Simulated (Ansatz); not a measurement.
**ClH2InS (SMILES [SH][InH][Cl]): single points off equilibrium**

The atoms stand at a structure displaced at random from a GFN2-xTB minimum. How far do the functionals agree with CCSD(T) there?

Program: Ansatz 0.2.0, Gaussian basis. Level of theory: single points in def2-TZVPP. These are calculated values, not measurements.

Cores are frozen in the correlated methods. Filled d shells of the heavier atoms are correlated. Core potentials replace the inner electrons past krypton, and spin-orbit coupling is left out. B3LYP uses VWN-RPA correlation.

**1. Starting geometry**

SMILES `[SH][InH][Cl]`, 5 atoms, charge 0, spin multiplicity 1.

Atoms are counted from 1 here; the program's logs count them from 0.

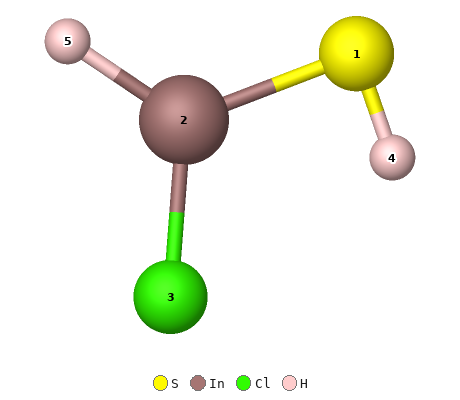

As it starts; sulfur yellow, indium brown, chlorine green, hydrogen pink; atoms are numbered from 1 in the order of the file.

Coordinates:

```csv
atom,x (Å),y (Å),z (Å)
S1,-1.08510,-1.23030,1.02290
In2,0.55780,-0.11980,-0.38070
Cl3,0.23370,2.16360,-0.67160
H4,-1.75140,0.03680,1.17320
H5,2.02840,-0.93180,-1.15320
```

**2. CCSD(T)/def2-TZVPP**

Input file run/in.yaml:

```yaml
crystal:
  periodic: [false, false, false]
  atoms:
    - {symbol: S, position_ang: [-1.085100, -1.230300, 1.022900]}
    - {symbol: In, position_ang: [0.557800, -0.119800, -0.380700]}
    - {symbol: Cl, position_ang: [0.233700, 2.163600, -0.671600]}
    - {symbol: H, position_ang: [-1.751400, 0.036800, 1.173200]}
    - {symbol: H, position_ang: [2.028400, -0.931800, -1.153200]}
basis:
  gaussian: {orbitals: def2-TZVPP}
correlation: {method: ccsd_t}
output: {forces: true}
```

The command line of these runs was not kept.

**3. PBE0-D4/def2-TZVPP**

Edit run/in.yaml of step 2 so:

```diff
@@ -10,3 +10,3 @@
   gaussian: {orbitals: def2-TZVPP}
-correlation: {method: ccsd_t}
-output: {forces: true}
+hamiltonian: {xc: pbe0, dispersion: d4}
+output: {forces: true, orbitals: {seedname: orbitals}}
```

**4. wB97M-V/def2-TZVPP**

Edit run/in.yaml of step 3 so:

```diff
@@ -10,3 +10,3 @@
   gaussian: {orbitals: def2-TZVPP}
-hamiltonian: {xc: pbe0, dispersion: d4}
-output: {forces: true, orbitals: {seedname: orbitals}}
+hamiltonian: {xc: {name: wB97M-V}}
+output: {forces: true}
```

**5. r2SCAN-D4/def2-TZVPP**

Edit run/in.yaml of step 4 so:

```diff
@@ -10,3 +10,3 @@
   gaussian: {orbitals: def2-TZVPP}
-hamiltonian: {xc: {name: wB97M-V}}
+hamiltonian: {xc: r2scan, dispersion: d4}
 output: {forces: true}
```

**6. PBE-D4/def2-TZVPP**

Edit run/in.yaml of step 5 so:

```diff
@@ -10,3 +10,3 @@
   gaussian: {orbitals: def2-TZVPP}
-hamiltonian: {xc: r2scan, dispersion: d4}
+hamiltonian: {xc: pbe, dispersion: d4}
 output: {forces: true}
```

**7. B3LYP-D4/def2-TZVPP**

Edit run/in.yaml of step 6 so:

```diff
@@ -10,3 +10,3 @@
   gaussian: {orbitals: def2-TZVPP}
-hamiltonian: {xc: pbe, dispersion: d4}
+hamiltonian: {xc: {name: B3LYP}, dispersion: d4}
 output: {forces: true}
```

**8. revPBE-D4/def2-TZVPP**

Edit run/in.yaml of step 7 so:

```diff
@@ -10,3 +10,3 @@
   gaussian: {orbitals: def2-TZVPP}
-hamiltonian: {xc: {name: B3LYP}, dispersion: d4}
+hamiltonian: {xc: {name: revPBE}, dispersion: d4}
 output: {forces: true}
```

(Steps that only read results are left out.)

**Question.** What will these runs give? Wanted: energy less free atoms, CCSD(T)/def2-TZVPP; RMS force component; RMS force error; HOMO and LUMO, PBE0-D4; T1 diagnostic.

The runs gave:

| quantity | value |
| --- | --- |
| energy less free atoms, CCSD(T)/def2-TZVPP | -12.047 eV |
| RMS force component | 0.803 to 0.957 eV/Å over the methods |
| RMS force error | PBE0-D4 0.017, wB97M-V 0.046, r2SCAN-D4 0.035, PBE-D4 0.168, B3LYP-D4 0.125, revPBE-D4 0.207 eV/Å |
| HOMO and LUMO, PBE0-D4 | -7.80 and -1.91 eV |
| T1 diagnostic | 0.014 |

In words: Against CCSD(T) the functionals' energies less atoms differ by -0.478 to -0.066 eV, PBE-D4 by -0.435 eV. The reference is not at the basis limit: in triple zeta CCSD(T) underbinds, which counts against methods that bind more; the gaps are no ranking. For forces PBE0-D4 does best and revPBE-D4 worst. Frozen-core CCSD(T) forces in triple zeta carry basis errors of their own, and this is one geometry, so small gaps rank nothing.
